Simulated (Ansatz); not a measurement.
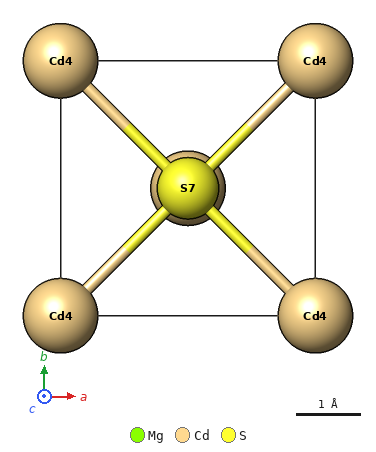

This is the input geometry for a relaxation of a crystal of Mg₂Cd₃S₅ (a generated structure, set up in I4/mmm) (coarse preliminary run). A ball-and-stick model of the conventional cell (2 times the calculation's cell), seen along the c axis. Lengths and directions refer to the drawn axes.

All numbers below come from Ansatz, DFT PBE, scalar-relativistic, plane waves, PAW.

Input file:
```yaml
crystal:
  lattice:
    - [-1.99337752, 1.99337752, 14.09530765]
    - [1.99337752, -1.99337752, 14.09530765]
    - [1.99337752, 1.99337752, -14.09530765]
  atoms:
    - { symbol: Mg, position: [0.8, 0.8, 0.0] }
    - { symbol: Mg, position: [0.2, 0.2, 0.0] }
    - { symbol: Cd, position: [0.4, 0.4, 0.0] }
    - { symbol: Cd, position: [0.0, 0.0, 0.0] }
    - { symbol: Cd, position: [0.6, 0.6, 0.0] }
    - { symbol: S, position: [0.9, 0.9, 0.0] }
    - { symbol: S, position: [0.5, 0.5, 0.0] }
    - { symbol: S, position: [0.1, 0.1, 0.0] }
    - { symbol: S, position: [0.7, 0.7, 0.0] }
    - { symbol: S, position: [0.3, 0.3, 0.0] }
basis:
  ecutwfc: 420
kpoints:
  mp_grid: { grid: [6, 6, 6] }
hamiltonian:
  xc: pbe
scf:
  occupations: { method: gaussian, width: 0.1 }
  lower_state_search: "off"
output:
  forces: true
  stress: true
  eigenvalues: true
relax:
  adjacent_minimum: "off"
  f_tol: 0.04
  max_steps: 70
  cell: { stress_tol: 0.4 }
```

Command:
```bash
ansatz run input.yaml --threads 4 --pin off --max-ram 8192MiB --backend cpu --events-out ev --progress --plain --runs-dir out
```

**Where does the relaxation end?**

The largest moves relative to the cell, 0.099 Å, are those of S6 and S8. S8 goes along +c. By element the largest moves are S 0.099 Å, Cd 0.068 Å, Mg 0.045 Å. Cell: a = b 3.987 → 3.820 Å (−4.2 %), c 28.191 → 27.016 Å (−4.2 %). Volume −12.0 %. Near-neighbour distances that change, for instance: Mg1–S9 2.819 → 2.578 Å, Mg1–S6 2.819 → 2.647 Å, Cd3–S6 2.819 → 2.701 Å, Mg1–S10 2.819 → 2.701 Å. The space group stays I4/mmm (No. 139). After 3 accepted moves (4 points after the start) the energy has fallen by 0.720 eV per cell of the calculation. The largest force component goes from 0.27 to 0.011 eV/Å. Pressure: −6.95 GPa at the start and 0.00 GPa at the end. At 1 point the geometry stayed and the basis and grid were re-selected for the new cell (energy shift of 4.7 meV per cell of the calculation at most each time).

Step by step:

```json
{"step": "0", "E − E(0), meV/atom": "0.00", "largest force component, eV/Å": "0.2652", "pressure, GPa": "-6.95", "volume, Å³/atom": "22.403", "note": ""}
{"step": "1", "E − E(0), meV/atom": "-68.66", "largest force component, eV/Å": "0.1519", "pressure, GPa": "1.63", "volume, Å³/atom": "19.298", "note": ""}
{"step": "2", "E − E(0), meV/atom": "-72.23", "largest force component, eV/Å": "0.0510", "pressure, GPa": "-0.24", "volume, Å³/atom": "19.772", "note": ""}
{"step": "3", "E − E(0), meV/atom": "-72.43", "largest force component, eV/Å": "0.0109", "pressure, GPa": "0.00", "volume, Å³/atom": "19.709", "note": ""}
{"step": "4", "E − E(0), meV/atom": "-71.96", "largest force component, eV/Å": "0.0109", "pressure, GPa": "0.00", "volume, Å³/atom": "19.709", "note": "same geometry, new basis"}
```

Final geometry:

```
CELL_PARAMETERS angstrom
-1.90992 1.90992 13.50775
1.90992 -1.90992 13.50775
1.90992 1.90992 -13.50775
ATOMIC_POSITIONS crystal
Mg 0.79834 0.79834 0.00000
Mg 0.20166 0.20166 0.00000
Cd 0.39750 0.39750 0.00000
Cd 0.00000 0.00000 0.00000
Cd 0.60250 0.60250 0.00000
S 0.89632 0.89632 0.00000
S 0.50000 0.50000 0.00000
S 0.10368 0.10368 0.00000
S 0.70291 0.70291 0.00000
S 0.29709 0.29709 0.00000
```

After the run, drawn alike:

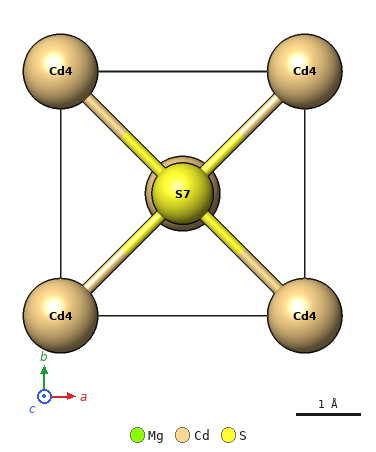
